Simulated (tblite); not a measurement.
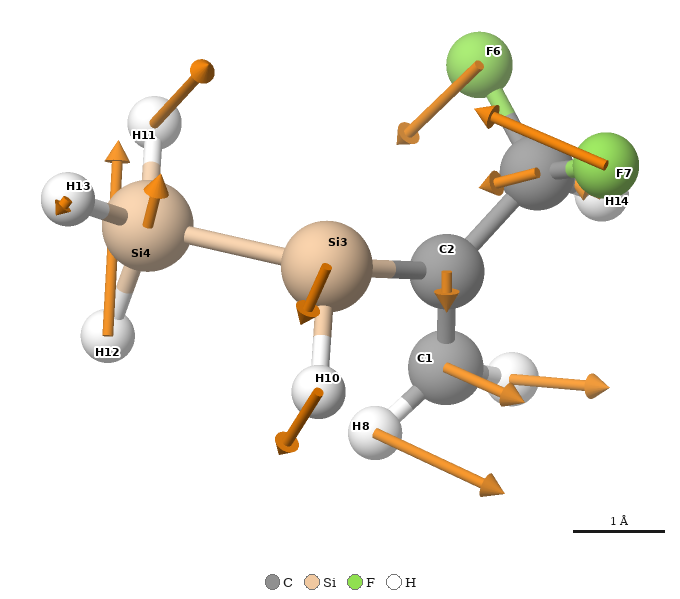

A relaxation of C₃H₇F₂Si₂ (multiplicity 2). The starting structure is drawn; orange arrows show the displacements, at their true length. The two geometries are superimposed by the best rigid fit.

The picture is a ball-and-stick view, seen at a tilt.

Computed with GFN2-xTB geometry optimisation, gas phase (tblite 0.8.0). 

Question: What did the optimiser do to the structure, and how much energy did it gain?

Answer: Over 184 geometry steps the energy falls by 0.618 eV. An H atom moves most after the best rigid fit: 2.20 Å. By element the largest moves are H 2.20 Å, F 1.69 Å, C 1.06 Å, Si 0.86 Å. Among the contacts that change: Si–Si 2.220 → 2.286 Å, C–F 1.403 → 1.364 Å, C–Si 1.840 → 1.861 Å, H–Si 1.484 → 1.467 Å. Among the angles between lasting bonds that change: Si–Si–H 106.0° → 127.9°, C–C–Si 116.3° → 126.7°, C–Si–Si 112.0° → 121.3°. The run took 1.1 s on 1 thread of Arm Neoverse V2, with other jobs on the host.
